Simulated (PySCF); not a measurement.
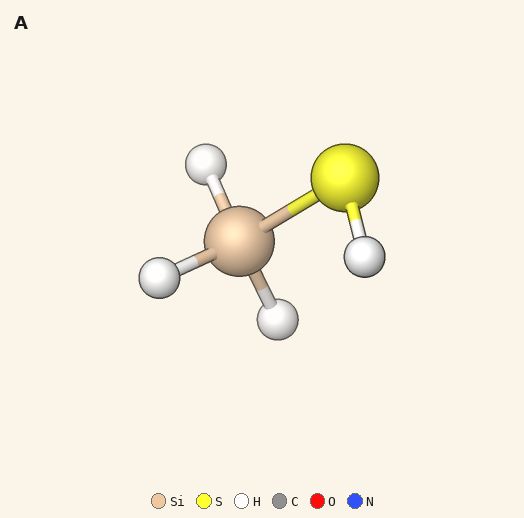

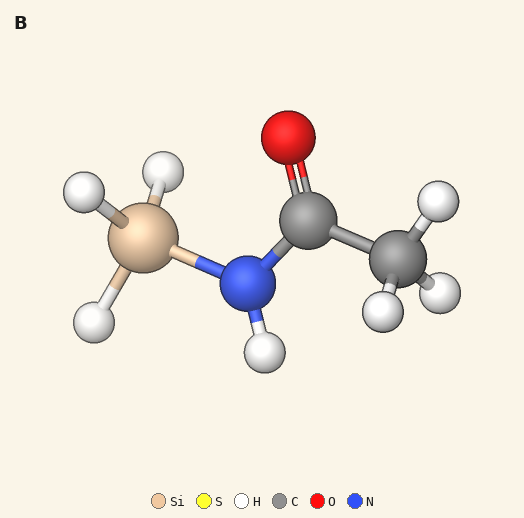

Two related species, optimised with PBE0-D3(BJ)/def2-SVP; properties computed with PySCF 2.14.0. Both: charge 0, singlet.

> What are A and B?

A is H4SSi ([SiH3]S), B is C2H7NOSi (CC(=O)N[SiH3]).

Compare them. With HF/def2-SVPD: dipole moment (D), HOMO–LUMO gap (eV), HOMO energy (Kohn–Sham orbital) (eV), lowest vertical singlet excitation (eV), mean static polarisability (bohr³). With PBE0-D3(BJ)/def2-SVP: mean Si–H length (Å).

| quantity | A | B |
| --- | --- | --- |
| dipole moment (D) | 1.22 | 3.90 |
| HOMO–LUMO gap (eV) | 12.51 | 13.53 |
| HOMO energy (Kohn–Sham orbital) (eV) | −10.35 | −11.30 |
| lowest vertical singlet excitation (eV) | 6.52 | 6.56 |
| mean static polarisability (bohr³) | 48.2 | 58.0 |
| mean Si–H length (Å) | 1.492 | 1.490 |

Each is one conformer, and no frequency run is at hand to confirm it as a minimum.
